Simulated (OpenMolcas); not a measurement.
# Single-point calculation, with input and output: AlClO (charge +1)

- system: AlClO, charge +1, multiplicity 2
- method: CASSCF/STO-3G (OpenMolcas 26.06)

The geometry is that of the parent species in another charge or spin state. The geometry comes from this level: GFN2-xTB.

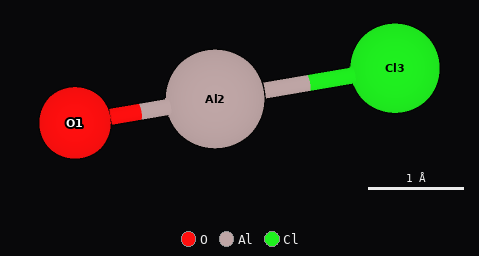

Figure 1. The structure as given in the input (ball-and-stick view, seen at a tilt; atoms are numbered from 1 in the order of the input). Sticks mark near contacts. Bond lengths as drawn: Al–Cl 2.01 Å and Al–O 1.57 Å.

**Summary**

| quantity | value |
| --- | --- |
| outcome | converged |
| total energy | −767.298301 hartree |
| CASSCF energy | −767.298301 hartree |
| basis functions | 23 |
| hardware | 1 thread of Intel Xeon (Sapphire Rapids), 64 GiB of memory available, shared host |
| wall time | 2.3 s |
| peak memory | 0.37 GiB |

**Remarks**

The record of the run, not the program, notes: an active orbital turned away from the chosen space.

**The input**
```
&GATEWAY
BasLib = $CurrDir
Coord
3
angstrom
O        0.107470       1.694260       0.245960
Al       0.009340       0.147220       0.021380
Cl      -0.116820      -1.841490      -0.267330
Basis = STO-3G
Group = NoSym
&SEWARD
&RASSCF
FileOrb = $CurrDir/step1.RasOrb
Spin = 2
Nactel = 3 0 0
Inactive = 17
Ras2 = 3
OrbListing = Nothing
OrbAppear = Compact
```

Launched with:
```bash
export MOLCAS_MEM=1860
pymolcas step2.inp > step2.log
```

**The program's output**
```
--- Start Module: gateway ---

                                              &GATEWAY

                       available to each process: 1.9 GB of memory, 1 thread

 Basis Set     1 Label: O.STO-3G
 Basis set is read from library:.
 basistype.tbl is not found

 Basis Set     2 Label: AL.STO-3G
 Basis set is read from library:.
 basistype.tbl is not found

 Basis Set     3 Label: CL.STO-3G
 Basis set is read from library:.
 basistype.tbl is not found

++    Symmetry information:
      ---------------------

                    Character Table for C1

                             E
                    a        1  x, y, xy, Rz, z, xz, Ry, yz, Rx, I
--

++    Basis set information:
      ----------------------

      Basis set label: O.STO-3G.........

      Electronic valence basis set:
      ------------------
      Associated Effective Charge   8.000000 au
      Associated Actual Charge      8.000000 au
      Nuclear Model: Point charge

      Shell  nPrim  nBasis  Cartesian Spherical Contaminant
         s       6       2        X
         p       3       1        X

      Basis set label: AL.STO-3G.........

      Electronic valence basis set:
      ------------------
      Associated Effective Charge  13.000000 au
      Associated Actual Charge     13.000000 au
      Nuclear Model: Point charge

      Shell  nPrim  nBasis  Cartesian Spherical Contaminant
         s       9       3        X
         p       6       2        X

      Basis set label: CL.STO-3G.........

      Electronic valence basis set:
      ------------------
      Associated Effective Charge  17.000000 au
      Associated Actual Charge     17.000000 au
      Nuclear Model: Point charge

      Shell  nPrim  nBasis  Cartesian Spherical Contaminant
         s       9       3        X
         p       6       2        X
--

++    Molecular structure info:
      -------------------------

                    ************************************************
                    **** Cartesian Coordinates / bohr, angstrom ****
                    ************************************************

     Center  Label                x              y              z                     x              y              z
        1      O1               0.203089       3.201687       0.464797              0.107470       1.694260       0.245960
        2      AL2              0.017650       0.278205       0.040402              0.009340       0.147220       0.021380
        3      CL3             -0.220758      -3.479912      -0.505180             -0.116820      -1.841490      -0.267330

                    ***************************************
                    *    InterNuclear Distances / bohr    *
                    ***************************************

               1 O1            2 AL2           3 CL3
    1 O1       0.000000
    2 AL2      2.959940        0.000000
    3 CL3      6.764929        3.804989        0.000000

                    *******************************************
                    *    InterNuclear Distances / angstrom    *
                    *******************************************

               1 O1            2 AL2           3 CL3
    1 O1       0.000000
    2 AL2      1.566333        0.000000
    3 CL3      3.579846        2.013514        0.000000
--

            Nuclear Potential Energy            113.32116476 au

--- Stop Module: gateway /rc=_RC_ALL_IS_WELL_ ---

--- Start Module: seward ---

                                              &SEWARD

                       available to each process: 1.9 GB of memory, 1 thread

               SEWARD will generate:
                  Multipole Moment integrals up to order  2
                  Kinetic Energy integrals
                  Nuclear Attraction integrals (point charge)
                  One-Electron Hamiltonian integrals
                  Velocity integrals
                  Orbital angular momentum around ( -0.0513  -0.8079  -0.1173 )
                  Velocity quadrupole around ( -0.0513  -0.8079  -0.1173 )
                  Two-Electron Repulsion integrals

                   Integrals are discarded if absolute value <: 1.00E-14
                   Integral cutoff threshold is set to       <: 1.00E-16

            Nuclear Potential Energy            113.32116476 au

      Basis set specifications :
      Symmetry species         a
      Basis functions           23

--- Stop Module: seward /rc=_RC_ALL_IS_WELL_ ---

--- Start Module: rasscf ---

                                              &RASSCF

                       available to each process: 1.9 GB of memory, 1 thread

      Header of the ONEINT file:
      --------------------------

      OrdInt status: non-squared

      Cartesian coordinates in angstrom:
      -----------------------------------------------------
      No.  Label        X            Y            Z
      -----------------------------------------------------
       1   O1         0.10747000   1.69426000   0.24596000
       2   AL2        0.00934000   0.14722000   0.02138000
       3   CL3       -0.11682000  -1.84149000  -0.26733000
      -----------------------------------------------------
      Nuclear repulsion energy =  113.32116476

++    Wave function specifications:
      -----------------------------

      Number of closed shell electrons          34
      Number of electrons in active shells       3
      Max number of holes in RAS1 space          0
      Max nr of electrons in RAS3 space          0
      Number of inactive orbitals               17
      Number of active orbitals                  3
      Number of secondary orbitals               3
      Spin quantum number                      0.5
      State symmetry                             1
--

++    Orbital specifications:
      -----------------------

      Symmetry species                           1
                                                 a
      Frozen orbitals                            0
      Inactive orbitals                         17
      Active orbitals                            3
      RAS1 orbitals                              0
      RAS2 orbitals                              3
      RAS3 orbitals                              0
      Secondary orbitals                         3
      Deleted orbitals                           0
      Number of basis functions                 23
--

++    CI expansion specifications:
      ----------------------------

      Number of CSFs                             8
      Number of determinants                     9
      Number of root(s) required                 1
      Root chosen for geometry opt.              1
      CI root used                               1

      highest root included in the CI            1
      max. size of the explicit Hamiltonian      8
--

++    Optimization specifications:
      ----------------------------

      RASSCF algorithm: Conventional
      Maximum number of macro iterations       200
      Maximum number of SX iterations          100
      Threshold for RASSCF energy            1.000E-08
      Threshold for max MO rotation          1.000E-01
      Threshold for max BLB element          1.000E-04
      Level shift parameter                  5.000E-01
      Make Quasi-Newton update
--

      The MO-coefficients are taken from the file:
      step1.RasOrb
      Title: RASSCF canonical orbitals for CASPT2

      Total molecular charge    1.00

      ************************************************************************************************************************
      *                                            Wave function control section                                             *
      ************************************************************************************************************************

                                         RASSCF iterations: Energy and convergence statistics
                                         ----------------------------------------------------

          iter iter root      energy       change     param      element    value   shift minimum  type update hh:mm:ss
 Nr of preliminary CI iterations:   1
        1   1    6    1  -767.28837759    0.00E+00  -2.31E-01*  13  20 1 -3.45E-04*  0.25   0.00    SX    NO    0:00:00
        2   1    5    1  -767.28845630   -7.87E-05* -9.90E-02   13  20 1 -3.35E-04*  0.25   0.00    SX    NO    0:00:00
        3   1    5    1  -767.28848940   -3.31E-05*  8.23E-02   13  20 1 -1.99E-04*  0.25   0.00    SX    NO    0:00:00
        4   1    5    1  -767.28851071   -2.13E-05* -6.81E-02   13  20 1 -1.14E-04*  0.25   0.00    SX    NO    0:00:00
        5   1    5    1  -767.28852252   -1.18E-05* -8.33E-02   15  18 1  6.15E-05   0.25   2.50    LS   YES    0:00:00
        6   1    5    1  -767.28853095   -8.43E-06* -6.63E-02   18  21 1  3.64E-05   0.25   1.55    QN   YES    0:00:00
        7   1    5    1  -767.28853413   -3.19E-06* -1.05E-01*  13  20 1  5.63E-05   0.25   1.63    QN   YES    0:00:00
        8   1    6    1  -767.28854765   -1.35E-05* -1.16E-01*  16  18 1  1.65E-04*  0.25   2.50    LS   YES    0:00:00
        9   1    6    1  -767.28857776   -3.01E-05* -1.35E-01*  16  18 1  3.19E-04*  0.25   2.50    SX   YES    0:00:00
       10   1    7    1  -767.28900160   -4.24E-04* -1.26E-01*  16  18 1  1.16E-03*  0.25   2.50    LS   YES    0:00:00
       11   1    8    1  -767.28994418   -9.43E-04* -1.20E-01*  18  23 1 -2.45E-03*  0.25   2.50    LS   YES    0:00:00
       12   1   10    1  -767.29135721   -1.41E-03* -3.87E-01*  18  23 1 -3.90E-03*  0.25   2.50    QN   YES    0:00:00
       13   1   13    1  -767.29134120    1.60E-05*  1.52E-01*  18  23 1 -4.51E-03*  0.25   0.49    QN   YES    0:00:00
       14   1   10    1  -767.29267400   -1.33E-03*  2.72E-01*  13  20 1  7.26E-03*  0.25   2.50    QN   YES    0:00:00
       15   1    8    1  -767.29449860   -1.82E-03* -1.26E-01*  13  20 1  8.27E-03*  0.25   1.43    QN   YES    0:00:00
       16   1    8    1  -767.29569820   -1.20E-03* -1.45E-01*  13  20 1  6.51E-03*  0.25   1.93    QN   YES    0:00:00
       17   1    8    1  -767.29688316   -1.18E-03* -1.54E-01*  13  20 1  3.43E-03*  0.25   2.03    QN   YES    0:00:00
       18   1    8    1  -767.29783432   -9.51E-04* -1.17E-01*  18  21 1 -3.42E-03*  0.25   1.62    QN   YES    0:00:00
       19   1    8    1  -767.29818535   -3.51E-04*  4.57E-02   18  21 1 -4.45E-03*  0.24   1.29    QN   YES    0:00:00
       20   1    7    1  -767.29826367   -7.83E-05*  2.22E-02   18  21 1 -2.88E-03*  0.24   1.33    QN   YES    0:00:00
       21   1    7    1  -767.29828548   -2.18E-05*  1.47E-02   15  20 1 -1.19E-03*  0.24   0.98    QN   YES    0:00:00
       22   1    7    1  -767.29829417   -8.70E-06* -5.14E-03   15  23 1 -5.65E-04*  0.24   1.05    QN   YES    0:00:00
       23   1    6    1  -767.29829777   -3.60E-06* -4.79E-03   15  23 1 -3.61E-04*  0.24   1.94    LS   YES    0:00:00
       24   1    6    1  -767.29829892   -1.15E-06* -2.40E-03   16  20 1  2.68E-04*  0.24   1.03    QN   YES    0:00:00
       25   1    6    1  -767.29829965   -7.35E-07* -3.00E-03   16  20 1  2.31E-04*  0.24   2.26    LS   YES    0:00:00
       26   1    6    1  -767.29829999   -3.39E-07*  2.19E-03   16  20 1  1.84E-04*  0.24   1.02    QN   YES    0:00:00
       27   1    6    1  -767.29830034   -3.47E-07*  1.84E-03   15  23 1  1.71E-04*  0.24   1.84    LS   YES    0:00:00
       28   1    6    1  -767.29830043   -9.10E-08* -9.81E-04   15  23 1  1.82E-04*  0.24   0.99    QN   YES    0:00:00
       29   1    6    1  -767.29830053   -9.43E-08*  5.13E-04   15  23 1  1.07E-04*  0.24   1.37    QN   YES    0:00:00
       30   1    5    1  -767.29830055   -2.79E-08*  1.68E-04   15  20 1  2.90E-05   0.24   1.22    QN   YES    0:00:00
       31   1    5    1  -767.29830056   -3.35E-09   3.93E-05   15  20 1  1.34E-05   0.24   1.39    QN   YES    0:00:00
      Convergence after 31 iterations
       32   1    5    1  -767.29830056   -7.80E-10   3.93E-05   18  21 1  4.19E-06   0.24   1.39    QN   YES    0:00:00

      ************************************************************************************************************************
                                                      Wave function printout:
                       occupation of active orbitals, and spin coupling of open shells (u,d: Spin up or down)
      ************************************************************************************************************************

      Note: transformation to natural orbitals
      has been made, which may change the order of the CSFs.

      printout of CI-coefficients larger than  0.05 for root  1
      energy=    -767.298301
      conf/sym  111     Coeff  Weight
             1  2u0   0.99483 0.98968
             8  0u2   0.10137 0.01028

      Natural orbitals and occupation numbers for root  1
      sym 1:   1.979404   1.000000   0.020596

      ************************************************************************************************************************
      *                                                    Final results                                                     *
      ************************************************************************************************************************

++    Final optimization conditions:
      ------------------------------

      Average CI energy                            -767.29830056
      RASSCF energy for state  1                   -767.29830056
      Super-CI energy                                -0.00000000
      RASSCF energy change                           -0.00000000
      Max change in MO coefficients              -3.673E-05
      Max non-diagonal density matrix element     3.930E-05
      Maximum BLB matrix element                  4.189E-06
      (orbital pair  18,  21 in symmetry   1)
      Norm of electronic gradient            9.017E-06
--

      Final state energy(ies):
      ------------------------

::    RASSCF root number  1 Total energy:   -767.29830056
      Von Neumann Entropy (Root   1) =  0.58276

      Mulliken population analysis for root number:  1
      -----------------------------------------------

++    Molecular charges:
      ------------------

      Mulliken charges per centre
      ---------------------------

                O1      AL2     CL3
      Total    8.2211 11.5751 17.2038

      N-E     -0.2211  1.4249 -0.2038

      Total electronic charge=   37.000000

      Total            charge=    1.000000
--

      Expectation values of various properties for root number:  1
      -----------------------------------------------------------

++    Molecular properties:
      ---------------------

      Charge (e):
                      =    1.0000
      Dipole Moment (debye):
      Origin of the operator (angstrom)=   -0.0271   -0.4275   -0.0621
                   X=  2.0533E-01               Y=  3.2362E+00               Z=  4.6985E-01           Total=  3.2766E+00
      Center of Charge (angstrom)
                     X=    0.01562568               Y=    0.24624305               Z=    0.03575994
      Quadrupole Moment (debye*angstrom):
      Origin of the operator (angstrom)=   -0.0271   -0.4275   -0.0621
                  XX= -2.1441E+01              XY= -3.8596E-01              XZ=  7.3328E-02              YY= -2.7190E+01
                  YZ= -9.8571E-01              ZZ= -2.0600E+01
      In traceless form (debye*angstrom)
                  XX=  2.4539E+00              XY= -5.7895E-01              XZ=  1.0999E-01              YY= -6.1699E+00
                  YZ= -1.4786E+00              ZZ=  3.7161E+00
--

      Mulliken spin population analysis for root number:  1
      ---------------------------------------------------

++    Molecular charges:
      ------------------

      Mulliken spin population per centre
      ---------------------------

                O1      AL2     CL3
      Total    0.9515  0.0508 -0.0023

      Total electronic spin=    1.000000
--

      Average orbitals are written to the RASORB file
      Natural orbitals for root   1 are written to the RASORB.1 file
      Spin density orbitals for root   1 are written to the SPDORB.1 file

--- Stop Module: rasscf /rc=_RC_ALL_IS_WELL_ ---
--- Module rasscf spent 1 second ---

.##################.
.# Happy landing! #.
.##################.

    Timing: Wall=2.08 User=1.57 System=0.37
```
